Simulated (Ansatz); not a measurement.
**C₂H₂FN: single points with varied inputs**

Aim: run C₂H₂FN under a spread of inputs, and see what each costs and gives.

Method: the settings change from run to run; program: Ansatz 0.2.0, Gaussian basis.

## 1. The relaxed structure

The geometry comes from an earlier relaxation with PBE0-D4 in a triple-zeta def2 set; it is a stationary point.

SMILES `N#CCF`, 6 atoms, charge 0, spin multiplicity 1.

Atoms are counted from 1 here; the program's logs count them from 0.

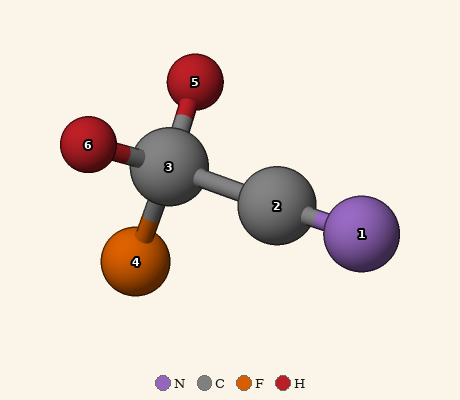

The structure; nitrogen purple, carbon grey, fluorine orange, hydrogen red; atoms are numbered from 1 in the order of the file.

## 2. SVWN5/6-31G

Options: a grid of angular degree 47, high accuracy.

The input, in.yaml:

```yaml
crystal:
  periodic: [false, false, false]
  atoms:
    - {symbol: N, position_ang: [-1.529907, -1.437908, 0.378058]}
    - {symbol: C, position_ang: [-0.705263, -0.665431, 0.173867]}
    - {symbol: C, position_ang: [0.326607, 0.340628, -0.065109]}
    - {symbol: F, position_ang: [1.299677, -0.149955, -0.893177]}
    - {symbol: H, position_ang: [0.778731, 0.627718, 0.888362]}
    - {symbol: H, position_ang: [-0.127744, 1.220949, -0.528300]}
basis:
  gaussian: {orbitals: 6-31G, final_grid: {core_spheres: 20, valence_spheres: 16, degree: 47}}
hamiltonian: {xc: {name: SVWN5}}
accuracy: high
```

Command:

```console
$ ansatz run in.yaml --threads 2 --pin off --events-out ev --progress --plain --max-ram 32768MiB --backend cpu
```

What it wrote:

```text
Functional definition: SVWN5
  name "SVWN5"
  cite "Dirac, Proc. Camb. Phil. Soc. 26, 376 (1930) doi:10.1017/S0305004100016108"
  cite "Slater, Phys. Rev. 81, 385 (1951) doi:10.1103/PhysRev.81.385"
  cite "Vosko, Wilk & Nusair, Can. J. Phys. 58, 1200 (1980) doi:10.1139/p80-159"
  exchange = slater_x
  correlation = vwn5_c
967 factors; integrals over basis functions are off by at most 3.3e-9 eV
mean field evaluation 1: about -6257.1136 eV, gradient 4.5e1 eV
mean field evaluation 2: about -6242.2420 eV, gradient 8.7e1 eV
mean field evaluation 4: about -6261.4510 eV, gradient 5.1e0 eV
mean field evaluation 8: about -6261.4981 eV, gradient 3.5e-1 eV
mean field evaluation 16: about -6261.4984 eV, gradient 1.2e-6 eV
mean field -6261.49841890 eV, -230.1058226985 hartree, gradient 1.6e-8 eV, S^2 0.000000; 0 other end points of the search recorded, 0 dependent functions left out
reference -6261.49842057 eV, -230.1058227597 hartree; 15, 15 occupied and 25, 25 virtual orbitals, 967 factors
Total energy: -6261.49842057 eV, -230.1058227597 hartree
```

Run time: 0.6 s. Hardware: 2 threads, shared host.

## 3. revPBE0/cc-pVTZ-DK

Set apart from the defaults: atoms shaken by 0.15 Å, a point charge of 0.50 e beside it.

The input, in.yaml:

```yaml
crystal:
  periodic: [false, false, false]
  atoms:
    - {symbol: N, position_ang: [-1.824991, -1.269575, 0.328126]}
    - {symbol: C, position_ang: [-0.685894, -0.723880, 0.003575]}
    - {symbol: C, position_ang: [0.167769, 0.222288, -0.066273]}
    - {symbol: F, position_ang: [1.599688, 0.062494, -0.966999]}
    - {symbol: H, position_ang: [0.656961, 0.861611, 1.010172]}
    - {symbol: H, position_ang: [-0.024099, 1.450649, -0.487764]}
basis:
  gaussian: {orbitals: cc-pVTZ-DK, point_charges: [{charge: 0.50, position_ang: [4.676, 0.145, 0.562]}]}
hamiltonian: {xc: {name: revPBE0}}
output: {forces: true}
```

Same command.

What it wrote, cut to the lines that bear on the results:

```text
Functional definition: revPBE0
  name "revPBE0"
  cite "Zhang & Yang, Phys. Rev. Lett. 80, 890 (1998) doi:10.1103/PhysRevLett.80.890"
  cite "Adamo & Barone, J. Chem. Phys. 110, 6158 (1999) doi:10.1063/1.478522"
  cite "Perdew, Burke & Ernzerhof, Phys. Rev. Lett. 77, 3865 (1996) doi:10.1103/PhysRevLett.77.3865"
[...]
792 factors; their error is unknown
[...]
mean field -6311.20065962 eV, -231.9323463556 hartree, gradient 2.1e-5 eV, S^2 0.000000; 0 other end points of the search recorded, 0 dependent functions left out
[...]
reference -6311.20068238 eV, -231.9323471919 hartree; 15, 15 occupied and 133, 133 virtual orbitals, 792 factors
Total energy: -6311.20068238 eV, -231.9323471919 hartree
Relativity: scalar
Atom 0 at    -1.824991    -1.269575     0.328126 Å, force     9.352467     3.956456    -2.778292 eV/Å
Atom 1 at    -0.685894    -0.723880     0.003575 Å, force   -13.927990    -8.664412     3.124623 eV/Å
Atom 2 at     0.167769     0.222288    -0.066273 Å, force     9.564079    12.172535    -0.181031 eV/Å
Atom 3 at     1.599688     0.062494    -0.966999 Å, force    -3.129574    -0.272888     2.146455 eV/Å
Atom 4 at     0.656961     0.861611     1.010172 Å, force    -1.352481    -3.031271    -2.650937 eV/Å
Atom 5 at    -0.024099     1.450649    -0.487764 Å, force    -0.444656    -4.135478     0.414372 eV/Å
Dipole moment:    -0.169458     0.451833     0.258132 e Å
```

Run time: 1.7 s. Hardware: 2 threads, shared host.

Largest force 16.698 eV/Å, dipole 2.63 D.

## 4. wB97M-V/cc-pVDZ

Options: unrestricted orbitals, high accuracy, the search for lower states set to full.

The input, in.yaml:

```yaml
crystal:
  periodic: [false, false, false]
  atoms:
    - {symbol: N, position_ang: [-1.529907, -1.437908, 0.378058]}
    - {symbol: C, position_ang: [-0.705263, -0.665431, 0.173867]}
    - {symbol: C, position_ang: [0.326607, 0.340628, -0.065109]}
    - {symbol: F, position_ang: [1.299677, -0.149955, -0.893177]}
    - {symbol: H, position_ang: [0.778731, 0.627718, 0.888362]}
    - {symbol: H, position_ang: [-0.127744, 1.220949, -0.528300]}
basis:
  gaussian: {orbitals: cc-pVDZ}
magnetization: {spin_polarized: true, initial_magnetization: 0}
hamiltonian: {xc: {name: wB97M-V}}
accuracy: high
scf: {lower_state_search: full}
output: {forces: true}
```

Same command.

What it wrote, cut to the lines that bear on the results:

```text
Functional definition: wB97M-V
  name "wB97M-V"
  cite "Mardirossian & Head-Gordon, J. Chem. Phys. 144, 214110 (2016) doi:10.1063/1.4952647"
  cite "Becke, J. Chem. Phys. 107, 8554 (1997) doi:10.1063/1.475007"
  cite "Vydrov & Van Voorhis, J. Chem. Phys. 133, 244103 (2010) doi:10.1063/1.3521275"
  # Of w^i u^j: cxij and so on, Table III.
[...]
  gx(w, u) = 1 - cx + cx01*u + cx10*w
  gss(w, u) = css00 + css04*u^4 + css10*w + css20*w^2 + css43*w^4*u^3
  gos(w, u) = cos00 + cos10*w + (cos20 + cos21*u)*w^2 + (cos60 + cos61*u)*w^6
[...]
      + integral(e_c_pw_mod_opposite_spin*gos(b97_w_opposite, b97_u_opposite)) + vv10(b, c)
1466 factors; integrals over basis functions are off by at most 3.0e-9 eV
263 factors; integrals over basis functions are off by at most 2.5e-9 eV
[...]
mean field -6310.67193706 eV, -231.9129161598 hartree, gradient 7.4e-8 eV, S^2 0.000000; 0 other end points of the search recorded, 0 dependent functions left out
[...]
reference -6310.67193978 eV, -231.9129162598 hartree; 15, 15 occupied and 51, 51 virtual orbitals, 1466 factors
Total energy: -6310.67193978 eV, -231.9129162598 hartree
Atom 0 at    -1.529907    -1.437908     0.378058 Å, force    -0.836486    -0.793810     0.202833 eV/Å
Atom 1 at    -0.705263    -0.665431     0.173867 Å, force     0.539591     0.519714    -0.127637 eV/Å
Atom 2 at     0.326607     0.340628    -0.065109 Å, force     0.186020     0.147719    -0.057171 eV/Å
Atom 3 at     1.299677    -0.149955    -0.893177 Å, force     0.189405    -0.134678    -0.177591 eV/Å
Atom 4 at     0.778731     0.627718     0.888362 Å, force     0.048626     0.073009     0.217140 eV/Å
Atom 5 at    -0.127744     1.220949    -0.528300 Å, force    -0.127156     0.188046    -0.057574 eV/Å
Dipole moment:     0.241159     0.578279     0.087844 e Å
```

It took 20 s on 2 threads, shared host; peak memory 0.66 GiB.

Largest force 1.171 eV/Å, dipole 3.04 D, ⟨S²⟩ 0.000.

## 5. B2GP-PLYP/aug-cc-pVTZ

Set apart from the defaults: atoms shaken by 0.15 Å, a point charge of 0.50 e beside it.

The input, in.yaml:

```yaml
crystal:
  periodic: [false, false, false]
  atoms:
    - {symbol: N, position_ang: [-1.362013, -1.330246, 0.519585]}
    - {symbol: C, position_ang: [-0.755387, -0.673517, 0.144780]}
    - {symbol: C, position_ang: [0.399404, 0.254656, 0.038307]}
    - {symbol: F, position_ang: [1.032669, -0.014560, -0.912016]}
    - {symbol: H, position_ang: [0.672580, 0.599562, 0.627990]}
    - {symbol: H, position_ang: [-0.155666, 1.607191, -0.606043]}
basis:
  gaussian: {orbitals: aug-cc-pVTZ, point_charges: [{charge: 0.50, position_ang: [5.137, -0.246, 0.365]}]}
hamiltonian: {xc: {name: B2GP-PLYP}}
output: {forces: true}
```

Same command.

What it wrote, cut to the lines that bear on the results:

```text
Functional definition: B2GP-PLYP
  name "B2GP-PLYP"
  cite "Karton, Tarnopolsky, Lamère, Schatz & Martin, J. Phys. Chem. A 112, 12868 (2008) doi:10.1021/jp801805p"
  cite "Becke, Phys. Rev. A 38, 3098 (1988) doi:10.1103/PhysRevA.38.3098"
  cite "Lee, Yang & Parr, Phys. Rev. B 37, 785 (1988) doi:10.1103/PhysRevB.37.785"
[...]
1363 factors; integrals over basis functions are off by at most 8.9e-4 eV
[...]
mean field -6290.11560536 eV, -231.1574849035 hartree, gradient 3.5e-6 eV, S^2 0.000000; 0 other end points of the search recorded, 0 dependent functions left out
4 core orbitals not correlated: weight in the atoms' cores, before any rotation towards them, 1.000 or more for the frozen orbitals, at most 0.000 for the correlated occupied ones
reference -6290.11572995 eV, -231.1574894821 hartree; 11, 11 occupied and 215, 215 virtual orbitals, 1363 factors
second order -22.84538551 eV of doubles, -0.00000000 eV of singles
[...]
Total energy: -6298.34006873 eV, -231.4597283578 hartree
Atom 0 at    -1.362013    -1.330246     0.519585 Å, force   -26.370100   -28.031921    15.018167 eV/Å
Atom 1 at    -0.755387    -0.673517     0.144780 Å, force    26.922538    28.551687   -13.241806 eV/Å
Atom 2 at     0.399404     0.254656     0.038307 Å, force   -24.207591   -10.087479   -25.386374 eV/Å
Atom 3 at     1.032669    -0.014560    -0.912016 Å, force     8.915902    -3.956486    -9.140208 eV/Å
Atom 4 at     0.672580     0.599562     0.627990 Å, force    14.421828    16.198006    30.464703 eV/Å
Atom 5 at    -0.155666     1.607191    -0.606043 Å, force     0.284434    -2.662298     2.298685 eV/Å
Dipole moment:     0.390879     0.341205     0.002609 e Å
```

Run time: 19 s. Hardware: 2 threads, shared host; peak memory 0.79 GiB.

Largest force 41.417 eV/Å, dipole 2.49 D.

## 6. revPBE0/def2-TZVP

Set apart from the defaults: atoms shaken by 0.08 Å.

The input, in.yaml:

```yaml
crystal:
  periodic: [false, false, false]
  atoms:
    - {symbol: N, position_ang: [-1.322447, -1.528330, 0.367288]}
    - {symbol: C, position_ang: [-0.492840, -0.596880, 0.146647]}
    - {symbol: C, position_ang: [0.179577, 0.369986, -0.187742]}
    - {symbol: F, position_ang: [1.237810, -0.093423, -0.855602]}
    - {symbol: H, position_ang: [0.791091, 0.736581, 0.934830]}
    - {symbol: H, position_ang: [-0.075996, 1.288237, -0.455414]}
basis:
  gaussian: {orbitals: def2-TZVP}
hamiltonian: {xc: {name: revPBE0}}
output: {forces: true}
```

Launched as before.

What it wrote, cut to the lines that bear on the results:

```text
Functional definition: revPBE0
  name "revPBE0"
  cite "Zhang & Yang, Phys. Rev. Lett. 80, 890 (1998) doi:10.1103/PhysRevLett.80.890"
  cite "Adamo & Barone, J. Chem. Phys. 110, 6158 (1999) doi:10.1063/1.478522"
  cite "Perdew, Burke & Ernzerhof, Phys. Rev. Lett. 77, 3865 (1996) doi:10.1103/PhysRevLett.77.3865"
[...]
759 factors; their error is unknown
[...]
mean field -6308.62496897 eV, -231.8376914700 hartree, gradient 1.9e-5 eV, S^2 0.000000; 0 other end points of the search recorded, 0 dependent functions left out
[...]
reference -6308.62499560 eV, -231.8376924486 hartree; 15, 15 occupied and 121, 121 virtual orbitals, 759 factors
Total energy: -6308.62499560 eV, -231.8376924486 hartree
Atom 0 at    -1.322447    -1.528330     0.367288 Å, force     6.430344     6.795833    -1.405778 eV/Å
Atom 1 at    -0.492840    -0.596880     0.146647 Å, force   -15.959448   -17.026850     4.986071 eV/Å
Atom 2 at     0.179577     0.369986    -0.187742 Å, force    11.067236     7.417019     2.974191 eV/Å
Atom 3 at     1.237810    -0.093423    -0.855602 Å, force     2.305710    -0.251789    -2.492197 eV/Å
Atom 4 at     0.791091     0.736581     0.934830 Å, force    -1.757488    -0.687822    -2.170080 eV/Å
Atom 5 at    -0.075996     1.288237    -0.455414 Å, force    -2.086354     3.753609    -1.892207 eV/Å
Dipole moment:     0.207691     0.672617     0.014498 e Å
```

Wall time 1.6 s (2 threads, shared host).

Largest force 23.864 eV/Å, dipole 3.38 D.

## 7. HSE06/6-31G

This run has coordinates scaled by 1.25, density fitting with def2-universal-jkfit, D3(BJ) dispersion.

The input, in.yaml:

```yaml
crystal:
  periodic: [false, false, false]
  atoms:
    - {symbol: N, position_ang: [-1.912384, -1.797385, 0.472572]}
    - {symbol: C, position_ang: [-0.881579, -0.831789, 0.217333]}
    - {symbol: C, position_ang: [0.408259, 0.425786, -0.081386]}
    - {symbol: F, position_ang: [1.624596, -0.187444, -1.116471]}
    - {symbol: H, position_ang: [0.973414, 0.784648, 1.110452]}
    - {symbol: H, position_ang: [-0.159680, 1.526186, -0.660375]}
basis:
  gaussian: {orbitals: 6-31G, fitting: {mean_field: def2-universal-jkfit}}
hamiltonian: {xc: {name: HSE06}, dispersion: d3bj}
output: {forces: true}
```

Same command.

What it wrote, cut to the lines that bear on the results:

```text
Functional definition: HSE06
  name "HSE06"
  cite "Heyd, Scuseria & Ernzerhof, J. Chem. Phys. 118, 8207 (2003) doi:10.1063/1.1564060"
  cite "Krukau, Vydrov, Izmaylov & Scuseria, J. Chem. Phys. 125, 224106 (2006) doi:10.1063/1.2404663"
  cite "Heyd & Scuseria, J. Chem. Phys. 120, 7274 (2004) doi:10.1063/1.1668634"
  cite "Ernzerhof & Perdew, J. Chem. Phys. 109, 3313 (1998) doi:10.1063/1.476928"
  cite "Perdew, Burke & Ernzerhof, Phys. Rev. Lett. 77, 3865 (1996) doi:10.1103/PhysRevLett.77.3865"
  parent pbe
[...]
  # The whole range is PBE's own exchange, as in plane waves. The composition of these papers is wPBEh.
[...]
340 factors; integrals over basis functions are off by at most 9.6e-2 eV
340 factors; integrals over basis functions are off by at most 1.8e-7 eV
[...]
mean field -6296.85619270 eV, -231.4051969192 hartree, gradient 3.1e-5 eV, S^2 0.000000; 0 other end points of the search recorded, 0 dependent functions left out
[...]
reference -6296.85620960 eV, -231.4051975402 hartree; 15, 15 occupied and 25, 25 virtual orbitals, 340 factors
Total energy: -6296.90419042 eV, -231.4069608029 hartree
Atom 0 at    -1.912384    -1.797385     0.472572 Å, force     9.740594     9.110010    -2.417908 eV/Å
Atom 1 at    -0.881579    -0.831789     0.217333 Å, force    -6.101163    -5.750538     1.495915 eV/Å
Atom 2 at     0.408259     0.425786    -0.081386 Å, force    -0.099428     0.458066     0.255461 eV/Å
Atom 3 at     1.624596    -0.187444    -1.116471 Å, force    -3.681400     1.721954     3.076677 eV/Å
Atom 4 at     0.973414     0.784648     1.110452 Å, force    -1.778681    -1.559438    -4.095334 eV/Å
Atom 5 at    -0.159680     1.526186    -0.660375 Å, force     1.920078    -3.980053     1.685189 eV/Å
Dipole moment:     0.150538     0.761231     0.222440 e Å
```

Wall time 0.55 s (2 threads, shared host).

Largest force 13.554 eV/Å, dipole 3.88 D.

## 8. HF/ANO-RCC-VTZP

Set apart from the defaults: charge -1, multiplicity 2, restricted open-shell orbitals, atoms shaken by 0.08 Å, a point charge of 0.50 e beside it, relativity set to scalar, high accuracy.

The input, in.yaml:

```yaml
crystal:
  periodic: [false, false, false]
  atoms:
    - {symbol: N, position_ang: [-1.441131, -1.489166, 0.309894]}
    - {symbol: C, position_ang: [-0.873636, -0.651529, 0.236275]}
    - {symbol: C, position_ang: [0.337189, 0.471088, -0.030920]}
    - {symbol: F, position_ang: [1.356316, -0.164085, -0.890118]}
    - {symbol: H, position_ang: [0.813552, 0.755435, 1.025165]}
    - {symbol: H, position_ang: [-0.047597, 1.390907, -0.659196]}
basis:
  gaussian: {orbitals: ANO-RCC-VTZP, point_charges: [{charge: 0.50, position_ang: [5.267, -0.034, 0.125]}]}
total_charge: -1
magnetization: {spin_polarized: false, initial_magnetization: 1}
hamiltonian: {xc: {name: HF}, pseudopotentials: {relativity: scalar}}
accuracy: high
output: {forces: true}
```

The command is unchanged.

What it wrote, cut to the lines that bear on the results:

```text
Functional definition: HF
  name "HF"
  cite "Fock, Z. Phys. 61, 126 (1930) doi:10.1007/BF01340294"
  parent pbe
[...]
2750 factors; integrals over basis functions are off by at most 3.1e-9 eV
[...]
mean field -6284.25187408 eV, -230.9419967536 hartree, gradient 8.7e-8 eV, S^2 0.750000; 0 other end points of the search recorded, 0 dependent functions left out
[...]
reference -6284.25187408 eV, -230.9419967536 hartree; 16, 15 occupied and 132, 133 virtual orbitals, 2750 factors
Total energy: -6284.25187408 eV, -230.9419967536 hartree
Relativity: scalar
Atom 0 at    -1.441131    -1.489166     0.309894 Å, force   -13.784529   -19.287994     1.958925 eV/Å
Atom 1 at    -0.873636    -0.651529     0.236275 Å, force    17.052327    21.624536    -3.031996 eV/Å
Atom 2 at     0.337189     0.471088    -0.030920 Å, force    -0.144582    -0.622859    -0.129360 eV/Å
Atom 3 at     1.356316    -0.164085    -0.890118 Å, force    -2.703864     1.253994     2.282326 eV/Å
Atom 4 at     0.813552     0.755435     1.025165 Å, force    -0.866516    -0.660357    -2.982272 eV/Å
Atom 5 at    -0.047597     1.390907    -0.659196 Å, force     0.777800    -2.356896     1.833663 eV/Å
Dipole moment:    -0.901624    -0.558207    -1.335766 e Å
```

Wall time 91 s (2 threads, shared host); peak memory 0.75 GiB.

Largest force 27.706 eV/Å.

## 9. HSE06/aug-pcseg-2

Set apart from the defaults: charge +1, multiplicity 2, the search for lower states set to off.

The input, in.yaml:

```yaml
crystal:
  periodic: [false, false, false]
  atoms:
    - {symbol: N, position_ang: [-1.529907, -1.437908, 0.378058]}
    - {symbol: C, position_ang: [-0.705263, -0.665431, 0.173867]}
    - {symbol: C, position_ang: [0.326607, 0.340628, -0.065109]}
    - {symbol: F, position_ang: [1.299677, -0.149955, -0.893177]}
    - {symbol: H, position_ang: [0.778731, 0.627718, 0.888362]}
    - {symbol: H, position_ang: [-0.127744, 1.220949, -0.528300]}
basis:
  gaussian: {orbitals: aug-pcseg-2}
total_charge: 1
magnetization: {spin_polarized: true, initial_magnetization: 1}
hamiltonian: {xc: {name: HSE06}}
scf: {lower_state_search: off}
```

Launched as before.

What it wrote, cut to the lines that bear on the results:

```text
Functional definition: HSE06
  name "HSE06"
  cite "Heyd, Scuseria & Ernzerhof, J. Chem. Phys. 118, 8207 (2003) doi:10.1063/1.1564060"
  cite "Krukau, Vydrov, Izmaylov & Scuseria, J. Chem. Phys. 125, 224106 (2006) doi:10.1063/1.2404663"
  cite "Heyd & Scuseria, J. Chem. Phys. 120, 7274 (2004) doi:10.1063/1.1668634"
  cite "Ernzerhof & Perdew, J. Chem. Phys. 109, 3313 (1998) doi:10.1063/1.476928"
  cite "Perdew, Burke & Ernzerhof, Phys. Rev. Lett. 77, 3865 (1996) doi:10.1103/PhysRevLett.77.3865"
  parent pbe
[...]
  # The whole range is PBE's own exchange, as in plane waves. The composition of these papers is wPBEh.
[...]
905 factors; their error is unknown
121 factors; integrals over basis functions are off by at most 1.5e-6 eV
[...]
mean field -6295.13203056 eV, -231.3418351294 hartree, gradient 7.1e-6 eV, S^2 0.757208; 0 other end points of the search recorded, 0 dependent functions left out
reference -6295.13206993 eV, -231.3418365761 hartree; 15, 14 occupied and 215, 216 virtual orbitals, 905 factors
Total energy: -6295.13206993 eV, -231.3418365761 hartree
Checks for a lower state left out: stability, starts, cluster_reference, orbital_swaps, neighbouring_geometries, increment
```

Run time: 6.5 s. Hardware: 2 threads, shared host; peak memory 0.56 GiB.

⟨S²⟩ 0.757.

## 10. revPBE/ANO-RCC-VTZP

Options: multiplicity 3, restricted open-shell orbitals, a point charge of -1.00 e beside it.

Edit in.yaml of step 9 so:

```diff
@@ -10,6 +10,4 @@
 basis:
-  gaussian: {orbitals: aug-pcseg-2}
-total_charge: 1
-magnetization: {spin_polarized: true, initial_magnetization: 1}
-hamiltonian: {xc: {name: HSE06}}
-scf: {lower_state_search: off}
+  gaussian: {orbitals: ANO-RCC-VTZP, point_charges: [{charge: -1.00, position_ang: [5.881, -0.690, -0.917]}]}
+magnetization: {spin_polarized: false, initial_magnetization: 2}
+hamiltonian: {xc: {name: revPBE}}
```

Launched as before.

What it wrote, cut to the lines that bear on the results:

```text
Functional definition: revPBE
  name "revPBE"
  cite "Zhang & Yang, Phys. Rev. Lett. 80, 890 (1998) doi:10.1103/PhysRevLett.80.890"
  cite "Perdew, Burke & Ernzerhof, Phys. Rev. Lett. 77, 3865 (1996) doi:10.1103/PhysRevLett.77.3865"
[...]
978 factors; their error is unknown
[...]
mean field -6311.03733704 eV, -231.9263443615 hartree, gradient 3.7e-6 eV, S^2 2.000000; 10 other end points of the search recorded, 0 dependent functions left out
reference -6311.03742776 eV, -231.9263476953 hartree; 16, 14 occupied and 132, 134 virtual orbitals, 978 factors
Total energy: -6311.03742776 eV, -231.9263476953 hartree
Relativity: scalar
```

Wall time 25 s (2 threads, shared host).

## 11. The runs in one table

| level | charge | multiplicity | geometry | functions | energy (eV) | time |
| --- | --- | --- | --- | --- | --- | --- |
| SVWN5/6-31G | 0 | 1 | relaxed | 40 | -6261.498 | 0.6 s |
| revPBE0/cc-pVTZ-DK | 0 | 1 | shaken, point charge | 148 | -6311.201 | 1.7 s |
| wB97M-V/cc-pVDZ | 0 | 1 | relaxed | 66 | -6310.672 | 20 s |
| B2GP-PLYP/aug-cc-pVTZ | 0 | 1 | shaken, point charge | 230 | -6298.340 | 19 s |
| revPBE0/def2-TZVP | 0 | 1 | shaken | 136 | -6308.625 | 1.6 s |
| HSE06/6-31G | 0 | 1 | scaled | 40 | -6296.904 | 0.55 s |
| HF/ANO-RCC-VTZP | -1 | 2 | shaken, point charge | 148 | -6284.252 | 91 s |
| HSE06/aug-pcseg-2 | 1 | 2 | relaxed | 230 | -6295.132 | 6.5 s |
| revPBE/ANO-RCC-VTZP | 0 | 3 | relaxed, point charge | 148 | -6311.037 | 25 s |

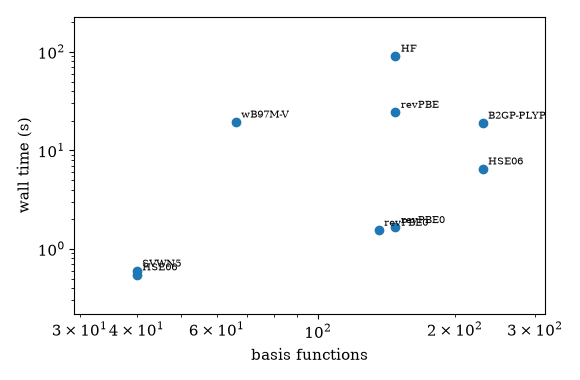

Wall time against the number of basis functions (shared host).

## 12. Outcome

| quantity | value |
| --- | --- |
| runs | 9 |
| quickest | HSE06/6-31G, 0.55 s |
| slowest | HF/ANO-RCC-VTZP, 91 s |
| spread of total energies, same state and geometry | 49.2 eV |

HF/ANO-RCC-VTZP took 166 times as long as HSE06/6-31G. The jobs differ in tasks and options as well as level. The totals spread over 49 eV; they can't be compared across methods or bases. At the PBE0-D4/def2-TZVP geometry and in the same state, runs without warnings or point charges leave forces up to 1.17 eV/Å (wB97M-V/cc-pVDZ), against 23.9 eV/Å where the atoms were moved.
